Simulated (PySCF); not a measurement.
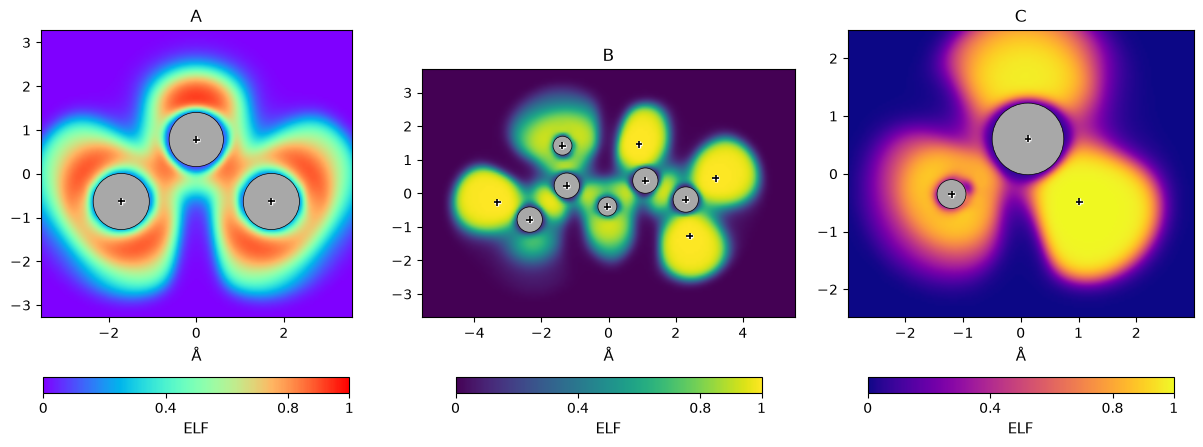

The electron localisation function of 3 systems, each on a plane through atoms (crosses mark nuclei in the plane; grey discs cover the cores).

Theory: PySCF 2.14.0, CAM-B3LYP/def2-SVPD, SCF density, gas phase.

System 1: Br₃P (SMILES BrP(Br)Br), the plane of atoms Br3, P2 and Br4. Geometry: GFN2-xTB.

```xyz
4

Br    1.9794   -0.1096   -0.2586
P     0.0024    0.0025    0.7538
Br   -0.8899    1.7677   -0.2612
Br   -1.0816   -1.6558   -0.2568
```

System 2: C₄H₆O₂ (SMILES C=COC(C)=O), the plane of atoms C2, C1 and H7. Geometry: PBE0-D3(BJ)/def2-SVP.

```xyz
12

C    -2.2681    0.1727    1.1207
C    -1.3070   -0.4203    0.4199
O    -0.1308    0.2297    0.1630
C     0.8117   -0.4075   -0.5802
C     2.0155    0.4649   -0.7527
O     0.6681   -1.5117   -1.0226
H    -2.1478    1.1878    1.5048
H    -3.1969   -0.3621    1.3205
H    -1.3631   -1.4305    0.0071
H     2.3994    0.7724    0.2307
H     2.7853   -0.0776   -1.3117
H     1.7337    1.3822   -1.2906
```

System 3: FH₂P, the plane of atoms F1, P2 and H4. Geometry: GFN2-xTB.

```xyz
4

F     1.3507   -0.1602    0.0292
P    -0.1793   -0.0076    0.5758
H    -0.6987   -0.9128   -0.3660
H    -0.4624    1.0854   -0.2618
```

Match each panel to its system.

Answer. Panel A is system 1, Br₃P: the plane holds P and Br. P–Br (2.22 Å): the ELF peaks at about 0.85 between the atoms; localised, covalent bonding. Panel B is system 2, C₄H₆O₂: the plane holds C, O and H. C–O (1.20 Å): the ELF peaks at about 0.90 between the atoms: a short, multiple covalent bond. Panel C is system 3, FH₂P: the plane holds F, P and H. P–F (1.63 Å): the ELF peaks at about 0.85 in the valence shell of F, 0.6 Å from its nucleus, and is about 0.65 at the midpoint.
